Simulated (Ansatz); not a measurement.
# Pressure series in ZrO2

The parent structure is ZrO2 in the fluorite structure (space group Fm-3m, No. 225; a = 5.1159 Å).

Cell and atoms are relaxed at each pressure.

Calculations: Kohn–Sham DFT with the PBE functional, run in Ansatz (a quantum-chemistry and plane-wave program) with PAW and 420 eV plane waves, without spin-orbit coupling, earlier PAW set.

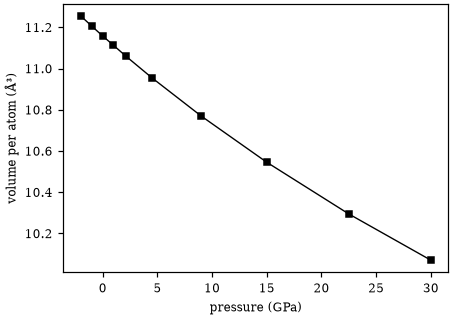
*Volume per atom against pressure*

Q: From the plot, what is the volume per atom for pressure 15 GPa?

A: About 10.55 Å³.

Q: Is the trend monotonic over the range shown?

A: Yes, it falls throughout, spanning 10.07 Å³ to 11.25 Å³.

Load acts through the strain it causes; cell and atoms are relaxed under it. Whether these cells are dynamically stable was not tested. Competing high-pressure phases were not computed. This is not the structure that ZrO2 has at room temperature and ambient pressure.
